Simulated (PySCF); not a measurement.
```xyz
15

C     1.5091   -1.5161    1.3304
C     0.5223   -1.3822    0.4583
C     0.5508   -0.5094   -0.7494
C    -0.4326    0.6069   -0.5326
C    -1.7816    0.6631   -0.8884
N    -2.3193    1.8207   -0.5071
N    -1.3682    2.5432    0.1045
C    -0.2404    1.8341    0.1047
H     1.4084   -2.0994    2.2336
H     2.4603   -1.0269    1.1870
H    -0.4270   -1.8723    0.6429
H     0.2569   -1.0844   -1.6371
H     1.5598   -0.1118   -0.9060
H    -2.3697   -0.0828   -1.4096
H     0.6667    2.2254    0.5469
```

Geometry: GFN2-xTB.

Theory: PBE0/def2-SVPD, SCF density, gas phase (PySCF 2.14.0).

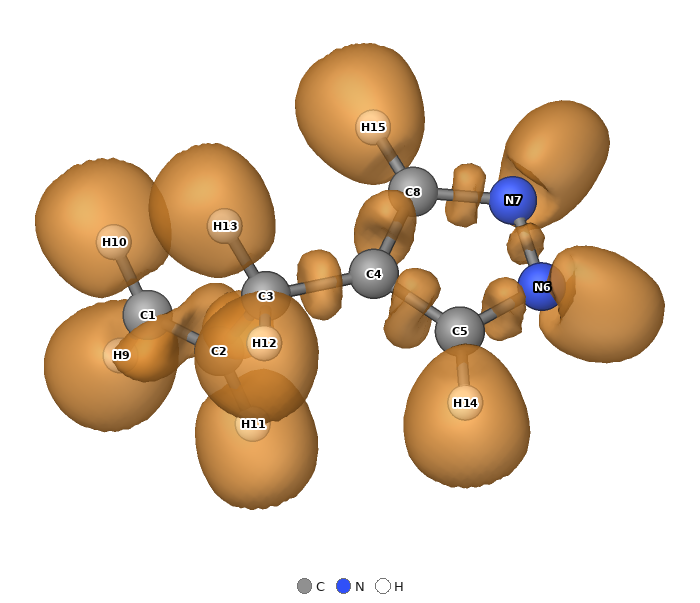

C6H7N2 (SMILES C=CCc1cn[n-]c1) (charge −1). Isosurface of the ELF at 0.8 (orange), seen at a tilt. Only the valence region is drawn (cores and ρ < 0.01 e/Å³ removed).

What do the ELF domains correspond to?

At this value the surface marks out five regions between bonded C–C atoms (shared pairs), two regions between bonded C–N atoms (shared pairs), one region between bonded N–N atoms (shared pairs), seven regions around hydrogen nuclei and two lobes on N, pointing away from the bonds (lone pairs). Profiles from the grid: C–C (1.32 Å): the ELF peaks at about 0.90 between the atoms (a multiple bond). C–N (1.33 Å): the ELF peaks at about 0.90 between the atoms, as expected for a covalent bond.
